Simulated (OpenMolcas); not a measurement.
# BH2O (SMILES B[O]) at 5 levels

Wanted: a comparison of 5 runs (UB3LYP/6-31G*, U-r2SCAN/def2-TZVPPD, U-revPBE/def2-TZVPPD, UB3LYP/def2-TZVPPD) of BH2O. 

The results are computed with OpenMolcas 26.06.

## Step 1: Starting point

BH2O: 4 atoms, total charge 0, spin state doublet. As SMILES, `B[O]`. Geometry: relaxed at PBE0-D4/def2-TZVP.

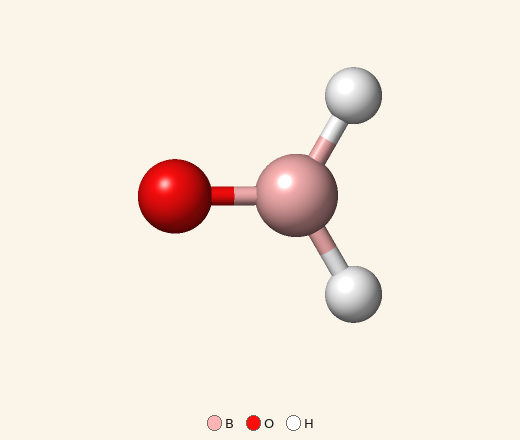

Viewed from a chosen angle; boron pink, oxygen red, hydrogen white.

## Step 2: Energy and gradient at UB3LYP/6-31G(d) (spherical functions) (run 1)

geom.xyz reads:

```xyz
4

B     -0.001100    -0.010300    -0.015100
O      1.025300    -0.340800     0.676900
H     -1.052600    -0.587700     0.151600
H      0.083900     0.878500    -0.833600
```

job.input reads:

```
&GATEWAY
BasLib
$CurrDir
Coord
geom.xyz
Basis
6-31Gs
Group
NoSym
&SEWARD
GridInput
Grid=UltraFine
End of Grid
&SCF
UHF
Spin
2
KSDFT
B3LYP
Thresholds
1e-10 1e-07 1e-07 1e-05
PrOrbitals
1 2
&ALASKA
```

The basis set 6-31G* is read from a file made from the Basis Set Exchange's data (not shown).

On the command line:

```sh
$ export MOLCAS_MEM=1860
$ pymolcas job.input > job.log
```

Output:

```text
--- Start Module: gateway ---
[...]
--- Stop Module: gateway /rc=_RC_ALL_IS_WELL_ ---
[...]
      Basis functions           32
[...]
--- Start Module: scf ---
[...]
       Convergence after  15 Iterations
[...]
::    Total KS-DFT energy                            -101.2469126573
[...]
      Total spin, S                                     0.5036127136
[...]
      Total electronic charge=   15.000000
      Total            charge=   -0.000000
[...]
      Dipole Moment (debye):
      Origin of the operator (angstrom)=    0.5311   -0.1816    0.3437
                   X= -1.0467E+00               Y=  3.3698E-01               Z= -7.0562E-01           Total=  1.3065E+00
      Quadrupole Moment (debye*angstrom):
[...]
--- Stop Module: scf /rc=_RC_ALL_IS_WELL_ ---
[...]
--- Start Module: alaska ---
[...]
 *              Molecular gradients               *
 **************************************************
  Irreducible representation: a
 ------------------------------------------------------------------------------------------
                              X                       Y                       Z
 ------------------------------------------------------------------------------------------
  B1                4.19031424476746E-03   -1.38488058486175E-03    2.85947077058868E-03
  O2               -5.23392358724273E-03    1.68610997457330E-03   -3.52957774417728E-03
  H3                4.30827359360286E-04   -2.82159216691058E-04    4.27469274874470E-04
  H4                6.12781983129759E-04   -1.90701730213849E-05    2.42637698707249E-04
 ------------------------------------------------------------------------------------------
--- Stop Module: alaska /rc=_RC_ALL_IS_WELL_ ---
[...]
```

Wall time 14 s (1 thread of AMD EPYC 7R43 (Zen 3), shared host); peak memory 0.37 GiB.

## Step 3: Energy and forces at UB3LYP/6-31G(d) (Cartesian functions) (run 2)

mol.input reads:

```
* BH2O Kohn-Sham DFT
>>> EXPORT MOLCAS_PRINT=2
&GATEWAY
BASLIB = $CurrDir
COORD
4
angstrom
B       -0.001100      -0.010300      -0.015100
O        1.025300      -0.340800       0.676900
H       -1.052600      -0.587700       0.151600
H        0.083900       0.878500      -0.833600
BASIS = 6-31Gs
GROUP = NoSym
&SEWARD
GRIDINPUT
Grid=UltraFine
End of Grid
&SCF
UHF
SPIN = 2
KSDFT = B3LYP
THRESHOLDS = 1e-10 1e-07 1e-07 1e-05
PRORBITALS = 1 2
&ALASKA
```

The basis set 6-31G* is read from a file made from the Basis Set Exchange's data (not shown).

On the command line:

```sh
$ export MOLCAS_MEM=1860
$ pymolcas mol.input > mol.log
```

Output:

```text
--- Start Module: gateway ---
[...]
--- Stop Module: gateway /rc=_RC_ALL_IS_WELL_ ---
[...]
      Basis functions           34
[...]
--- Start Module: scf ---
[...]
       Convergence after  14 Iterations
[...]
::    Total KS-DFT energy                            -101.2488338951
[...]
      Total spin, S                                     0.5036170668
[...]
      Total electronic charge=   15.000000
      Total            charge=   -0.000000
[...]
      Dipole Moment (debye):
      Origin of the operator (angstrom)=    0.5311   -0.1816    0.3437
                   X= -1.0547E+00               Y=  3.3957E-01               Z= -7.1105E-01           Total=  1.3166E+00
      Quadrupole Moment (debye*angstrom):
[...]
--- Stop Module: scf /rc=_RC_ALL_IS_WELL_ ---
[...]
--- Start Module: alaska ---
[...]
 *              Molecular gradients               *
 **************************************************
  Irreducible representation: a
 ------------------------------------------------------------------------------------------
                              X                       Y                       Z
 ------------------------------------------------------------------------------------------
  B1                4.04357507471165E-03   -1.33768315544169E-03    2.76058910107224E-03
  O2               -5.16314604506185E-03    1.66336385193411E-03   -3.48190178373642E-03
  H3                4.58685244590473E-04   -3.07414690862373E-04    4.61818943221254E-04
  H4                6.60885725743601E-04   -1.82660056315953E-05    2.59493739445116E-04
 ------------------------------------------------------------------------------------------
--- Stop Module: alaska /rc=_RC_ALL_IS_WELL_ ---
[...]
```

Wall time 12 s (1 thread of AMD EPYC 7R43 (Zen 3), shared host); peak memory 0.37 GiB.

Run 3 isn't shown in full; the table further down has it.

## Step 4: Energy and gradient at U-revPBE/def2-TZVPPD (run 4)

input.xyz reads:

```xyz
4

B     -0.001100    -0.010300    -0.015100
O      1.025300    -0.340800     0.676900
H     -1.052600    -0.587700     0.151600
H      0.083900     0.878500    -0.833600
```

job.input reads:

```
>>> EXPORT MOLCAS_PRINT=2
&GATEWAY
BasLib=$CurrDir
Coord=input.xyz
Basis=def2-TZVPPD
Group=NoSym
&SEWARD
GridInput
Grid=UltraFine
End of Grid
&SCF
UHF
Spin=2
KSDFT=revPBE
Thresholds=1e-10 1e-07 1e-07 1e-05
PrOrbitals=1 1
&ALASKA
```

The basis set def2-TZVPPD is read from a file made from the Basis Set Exchange's data (not shown).

On the command line:

```sh
$ export MOLCAS_MEM=1860
$ pymolcas job.input > job.log
```

Output:

```text
--- Start Module: gateway ---
[...]
--- Stop Module: gateway /rc=_RC_ALL_IS_WELL_ ---
[...]
      Basis functions          111
[...]
--- Start Module: scf ---
[...]
       Convergence after  15 Iterations
[...]
::    Total KS-DFT energy                            -101.2577285037
[...]
      Total spin, S                                     0.5025181995
[...]
      Total electronic charge=   15.000000
      Total            charge=   -0.000000
[...]
      Dipole Moment (debye):
      Origin of the operator (angstrom)=    0.5311   -0.1816    0.3437
                   X= -1.2844E+00               Y=  4.1356E-01               Z= -8.6591E-01           Total=  1.6033E+00
      Quadrupole Moment (debye*angstrom):
[...]
--- Stop Module: scf /rc=_RC_ALL_IS_WELL_ ---
[...]
--- Start Module: alaska ---
[...]
 *              Molecular gradients               *
 **************************************************
  Irreducible representation: a
 ------------------------------------------------------------------------------------------
                              X                       Y                       Z
 ------------------------------------------------------------------------------------------
  B1               -1.56642430923704E-03    4.71889515836210E-04   -1.02475594863227E-03
  O2               -6.02465802355745E-03    1.94026444160311E-03   -4.06224289156398E-03
  H3                5.82499804081582E-03    1.39812279986096E-03    7.97608070832539E-04
  H4                1.76608429200534E-03   -3.81027675730738E-03    4.28939076939772E-03
 ------------------------------------------------------------------------------------------
--- Stop Module: alaska /rc=_RC_ALL_IS_WELL_ ---
[...]
```

It took 52 s on 1 thread of AMD EPYC 7R43 (Zen 3), shared host; peak memory 0.66 GiB.

## Step 5: Energy and forces at UB3LYP/def2-TZVPPD (run 5)

calc.inp reads:

```
&gateway
 baslib
 $CurrDir
 coord
 4
 angstrom
 B       -0.001100      -0.010300      -0.015100
 O        1.025300      -0.340800       0.676900
 H       -1.052600      -0.587700       0.151600
 H        0.083900       0.878500      -0.833600
 basis
 def2-TZVPPD
 group
 NoSym

&seward
 gridinput
 Grid=UltraFine
 End of Grid

&scf
 uhf
 spin
 2
 ksdft
 B3LYP
 thresholds
 1e-10 1e-07 1e-07 1e-05
 prorbitals
 1

&alaska
```

The basis set def2-TZVPPD is read from a file made from the Basis Set Exchange's data (not shown).

On the command line:

```sh
$ export MOLCAS_MEM=1860
$ pymolcas calc.inp > calc.log
```

Output:

```text
--- Start Module: gateway ---
[...]
--- Stop Module: gateway /rc=_RC_ALL_IS_WELL_ ---
[...]
      Basis functions          111
[...]
--- Start Module: scf ---
[...]
       Convergence after  14 Iterations
[...]
::    Total KS-DFT energy                            -101.2950848715
[...]
      Total spin, S                                     0.5038259503
[...]
      Total electronic charge=   15.000000
      Total            charge=   -0.000000
[...]
      Dipole Moment (debye):
      Origin of the operator (angstrom)=    0.5311   -0.1816    0.3437
                   X= -1.2526E+00               Y=  4.0328E-01               Z= -8.4444E-01           Total=  1.5635E+00
      Quadrupole Moment (debye*angstrom):
[...]
--- Stop Module: scf /rc=_RC_ALL_IS_WELL_ ---
[...]
--- Start Module: alaska ---
[...]
 *              Molecular gradients               *
 **************************************************
  Irreducible representation: a
 ------------------------------------------------------------------------------------------
                              X                       Y                       Z
 ------------------------------------------------------------------------------------------
  B1                2.34067660793258E-04   -1.08815796189043E-04    1.90103301906497E-04
  O2                1.43095200897392E-05   -4.01969229679722E-06    8.98280107808347E-06
  H3               -9.33868009172389E-04   -1.00154701881783E-03    6.15151534281017E-04
  H4                6.85490828280396E-04    1.11438250730167E-03   -8.14237637288162E-04
 ------------------------------------------------------------------------------------------
--- Stop Module: alaska /rc=_RC_ALL_IS_WELL_ ---
[...]
```

Wall time 56 s (1 thread of AMD EPYC 7R43 (Zen 3), shared host); peak memory 0.66 GiB.

## Step 6: Overview of the runs

```tsv
run	level	Cartesian functions	task	energy (Eh)	dipole moment (D)	HOMO energy (eV)	LUMO energy (eV)	wall time
1	UB3LYP/6-31G* (spherical functions)	no	gradient	-101.246913	1.31	-8.82	-4.63	14 s
2	UB3LYP/6-31G* (Cartesian functions)	yes	gradient	-101.248834	1.32	-8.82	-4.63	12 s
3	U-r2SCAN/def2-TZVPPD	no	energy	-101.231047	1.55	-8.17	-5.39	66 s
4	U-revPBE/def2-TZVPPD	no	gradient	-101.257729	1.60	-7.62	-5.83	52 s
5	UB3LYP/def2-TZVPPD	no	gradient	-101.295085	1.56	-9.08	-4.94	56 s
```

## Step 7: Summary of results

| quantity | value |
| --- | --- |
| run 5: total energy | -101.29508 Eh |
| run 5: dipole moment | 1.56 D |
| run 5: HOMO energy (highest over α and β) | -9.08 eV |
| run 5: LUMO energy (lowest over α and β) | -4.94 eV |
| run 5: ⟨S²⟩ | 0.758 |
| run 5: largest force on an atom | 0.079 eV/Å |

**Reading.** The dipole moment (its size) runs from 1.31 D (UB3LYP/6-31G*) to 1.60 D (U-revPBE/def2-TZVPPD). The two ends differ in method and basis. Totals of different functionals can't be ranked against each other. All runs together took 3.3 min, the longest 66 s.
